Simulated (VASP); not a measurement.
Input:

```
CELL_PARAMETERS angstrom
      0.00000     1.77833     1.77833
      1.77833     0.00000     1.77833
      1.77833     1.77833     0.00000
ATOMIC_POSITIONS crystal
  C  0.50000 0.50000 0.50000
  C  0.75000 0.75000 0.75000
```

Level of theory: PBEsol GGA, VASP's PBE PAW potentials (set 64) (plane waves; VASP 6.6.1). Numerical set-up: 520 eV cut-off, 14×14×14 Γ-centred mesh, tetrahedra with Blöchl corrections, potentials C.

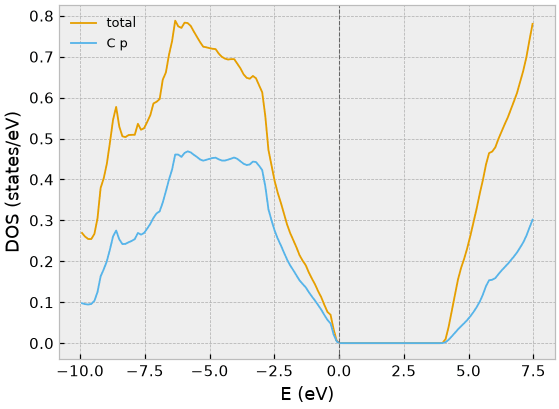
Total and projected density of states, zero at the valence-band maximum

Within 2 eV below the valence-band maximum the largest weight inside VASP's projection spheres is C p.

It has a band gap.

The structure comes from a computed database's C entry (Fd-3m); how it stands against other phases isn't given here. It was relaxed first.
